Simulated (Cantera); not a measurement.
A closed system holds: 1 mol SiHCl3, 46 mol NH3, equilibrated at 1975 K.

Method: chemical equilibrium by Gibbs-energy minimisation in Cantera with the NASA 1993 tables (ideal gas, pure condensed phases). Candidate condensed phases: NH4Cl, Si, Si3N4; 28 gas species. The tables' values for SiCl, SiN, SiCl3 are old estimates; treat these amounts as uncertain. Gases not in the tables: Si2H6 and higher silanes. Equilibrium is a limit: real reactors are often held back by kinetics, nucleation or transport.

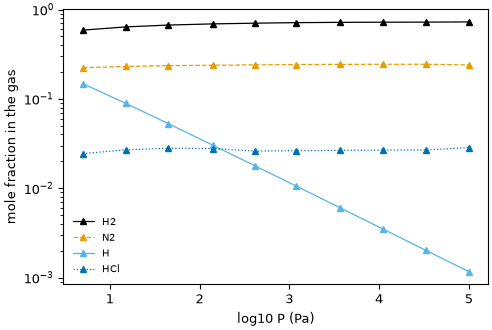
Equilibrium gas composition (values under 1e-9 drawn at 1e-9)

From 5.00 Pa to 4.10 mbar nothing is condensed. From 12.0 mbar to 0.330 bar the condensed part is Si(l). At 1.00 bar the condensed part is Si3N4(s). The main Si-bearing gas is Si at 5.00 Pa and SiCl2 at 1.00 bar.
